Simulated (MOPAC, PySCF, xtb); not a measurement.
Dissociation curve of H3As, SMILES [AsH3]. The As1–H4 bond (As1 also carries H, H; H4 carries nothing else) is pulled apart rigidly from the PBE0/def2-TZVP optimised geometry.

```
4

As     0.0000     0.0000     0.0000
H     -1.5198    -0.0547    -0.0528
H      0.0000     1.5208    -0.0528
H      0.0000     0.0000     1.5217
```

- NEVPT2 = SC-NEVPT2 on CASSCF(2,2)/cc-pVTZ, all electrons correlated run with PySCF 2.14.0
- GFN1-xTB (xtb)
- PM6, restricted, heats of formation (MOPAC)

Energies are in kJ/mol, each relative to the lowest point of its own curve near equilibrium.

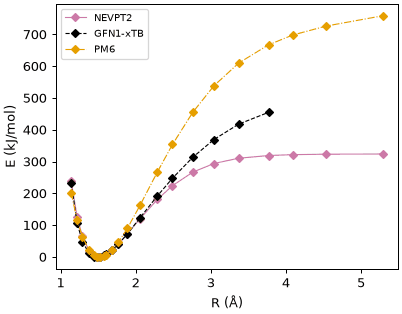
Energy against bond length for each method.

| R / Å | NEVPT2 | GFN1-xTB | PM6 |
|---|---|---|---|
| 1.14 | 238.9 | 233.0 | 202.2 |
| 1.22 | 127.1 | 107.6 | 115.7 |
| 1.29 | 64.6 | 48.2 | 63.3 |
| 1.38 | 19.3 | 11.4 | 21.5 |
| 1.45 | 3.6 | 1.2 | 5.0 |
| 1.49 | 0.3 | 0.0 | 0.9 |
| 1.52 | 0.0 | 0.7 | 0.0 |
| 1.58 | 3.8 | 5.6 | 3.2 |
| 1.61 | 7.6 | 9.3 | 7.0 |
| 1.69 | 21.9 | 22.9 | 23.1 |
| 1.77 | 40.5 | 40.5 | 46.2 |
| 1.89 | 72.8 | 72.6 | 90.2 |
| 2.06 | 120.9 | 123.8 | 163.4 |
| 2.29 | 181.1 | 192.4 | 267.8 |
| 2.49 | 224.3 | 247.6 | 353.9 |
| 2.76 | 266.7 | 313.5 | 454.9 |
| 3.04 | 293.8 | 369.1 | 537.9 |
| 3.37 | 310.5 | 417.6 | 609.6 |
| 3.77 | 319.0 | 454.9 | 667.4 |
| 4.09 | 321.7 | — | 698.0 |
| 4.54 | 323.2 | — | 726.5 |
| 5.29 | 323.7 | — | 758.7 |

At the longest distance, 5.29 Å, PM6 lies highest above its minimum (758.7 kJ/mol) and NEVPT2 lowest (323.7 kJ/mol).

A dash means that the run gave no value there, or that the column was ended at a point which the program doubted or which failed a test of continuity chosen for this set; such a test can also cut sound points.

The restricted form behind PM6 keeps the bonding electrons paired and can't separate into open-shell fragments.
